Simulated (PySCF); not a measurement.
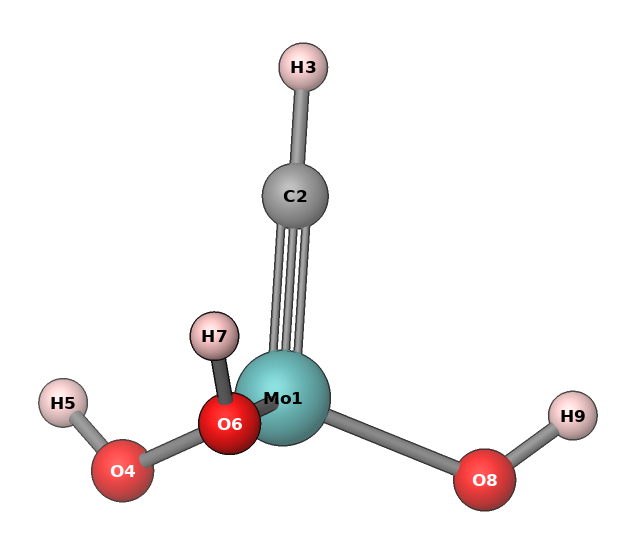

Mo1 lies behind O6. The molecule seen a little off the O6–Mo1 bond, O6 in front. Atoms fade into the background with distance from the viewer. The species is neutral and a spin singlet. Computed geometry: PBE0-D3(BJ)/def2-SVP optimisation. No frequency run is at hand to confirm it as a minimum.

> What is the torsion angle H7–O6–Mo1–O4? The sign is positive where the front bond must turn clockwise to cover the back bond.

−115°, anticlinal.
